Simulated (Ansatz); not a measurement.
```sh
ansatz run in.yaml --threads 2 --pin off --events-out ev --progress --plain --max-ram 32768MiB --backend cuda --devices 0, --max-vram 18GiB
```

```yaml
crystal:
  periodic: [false, false, false]
  atoms:
    - {symbol: B, position_ang: [-0.776261, -0.225815, 1.429059]}
    - {symbol: C, position_ang: [0.127099, -0.755274, 0.299556]}
    - {symbol: C, position_ang: [0.566441, -2.029402, 0.430647]}
    - {symbol: N, position_ang: [0.460106, 0.040941, -0.779029]}
    - {symbol: Ge, position_ang: [-0.067838, 1.777828, -1.078675]}
    - {symbol: H, position_ang: [-1.042874, -0.944154, 2.343539]}
    - {symbol: H, position_ang: [-1.217588, 0.889224, 1.412615]}
    - {symbol: H, position_ang: [0.276973, -2.610940, 1.293781]}
    - {symbol: H, position_ang: [1.210173, -2.508929, -0.303757]}
    - {symbol: H, position_ang: [1.055974, -0.385073, -1.471616]}
    - {symbol: H, position_ang: [0.430301, 2.703956, 0.043103]}
    - {symbol: H, position_ang: [0.596625, 2.138597, -2.416191]}
    - {symbol: H, position_ang: [-1.598529, 1.874239, -1.188134]}
basis:
  gaussian: {orbitals: def2-TZVPP}
hamiltonian: {xc: pbe, dispersion: d4}
output: {forces: true, orbitals: {seedname: orbitals}}
```

Describe the molecule in this file.

The molecule is C₂H₈BGeN. Its SMILES string is `BC(=C)[NH][GeH3]`. Among its groups: alkene, B–H bond. The point group is Cs. Coordination: 1 B trigonal planar; 2 C trigonal planar; 1 N trigonal planar; 1 Ge tetrahedral.

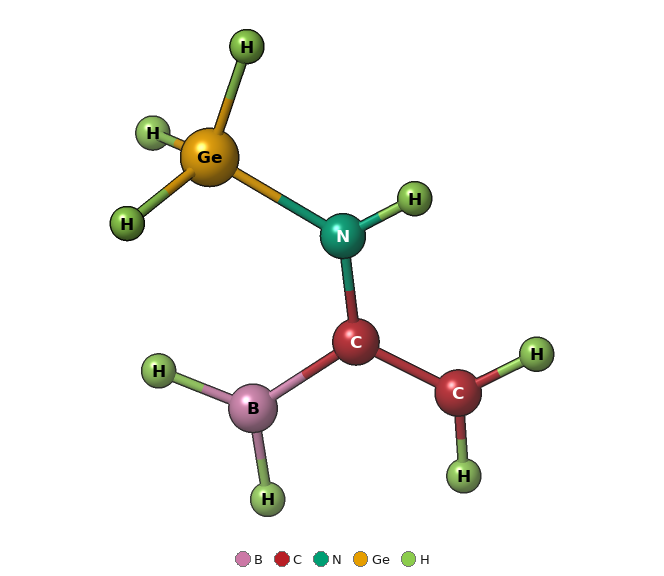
